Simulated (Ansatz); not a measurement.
```xyz
6

C    -0.6615   -1.6095   -0.2195
C    -0.2658   -0.4488   -0.0812
Si    0.1615    1.3066    0.0859
H    -0.9898   -2.6343   -0.3368
H     1.1760    1.7357   -0.9363
H     0.5796    1.6503    1.4878
```

All numbers below come from UKS PBE-D4/def2-SVP (Ansatz).

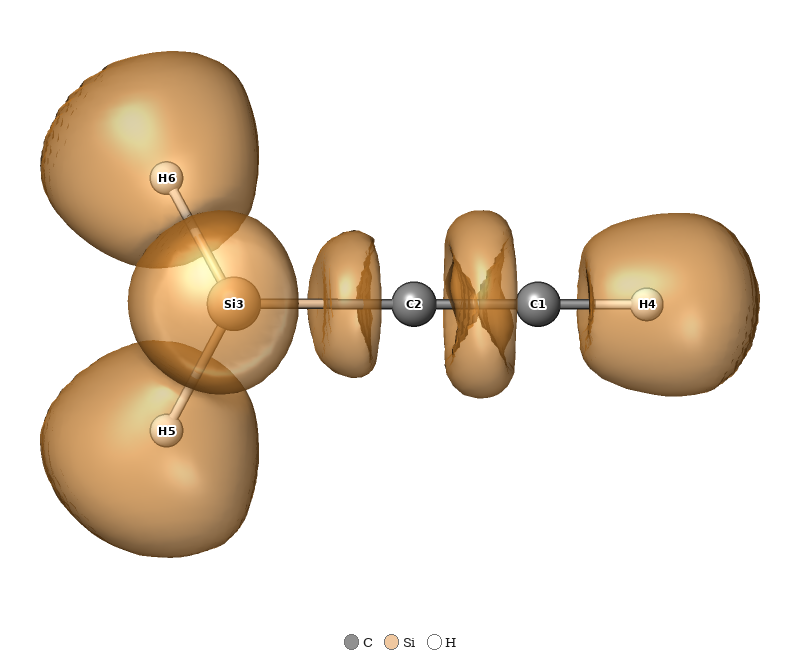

C$_{2}$H$_{3}$Si (doublet). Isosurface of the ELF at 0.8 (orange), seen across its widest extent. Only the valence region is drawn (cores and ρ < 0.01 e/Å³ removed).

> Describe the localisation domains.

The surface consists of one region between bonded C–C atoms (shared pairs), one region between bonded C–Si atoms (shared pairs), three regions around hydrogen nuclei and one lobe on Si, pointing away from the bonds (non-bonding electrons). Profiles from the grid: C–C (1.23 Å): the ELF peaks at about 0.85 between the atoms (a multiple bond). C–Si (1.81 Å): the ELF peaks at about 0.95 between the atoms: a shared electron pair.
